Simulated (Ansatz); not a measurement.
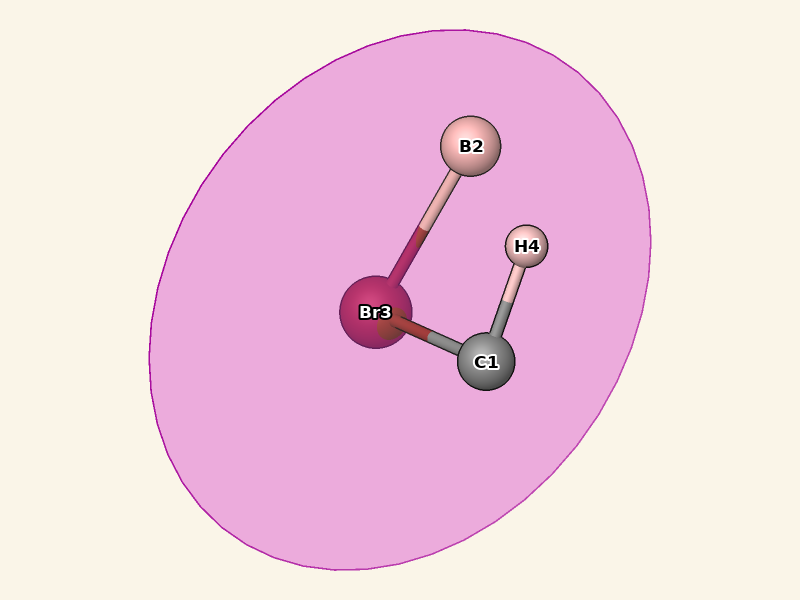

A disc through the centre of mass is drawn in. Depth is shown by fading: the farther an atom, the more it takes the colour of the background. The species is neutral and a spin doublet. The computed structure is the end point of a PBE0-D4/def2-TZVP optimisation. No frequency run is at hand to confirm it as a minimum.

> Is the plane of the disc a mirror plane of the structure?

No. The point group is Cs, with 1 mirror plane, and this plane isn't one of its mirror planes.
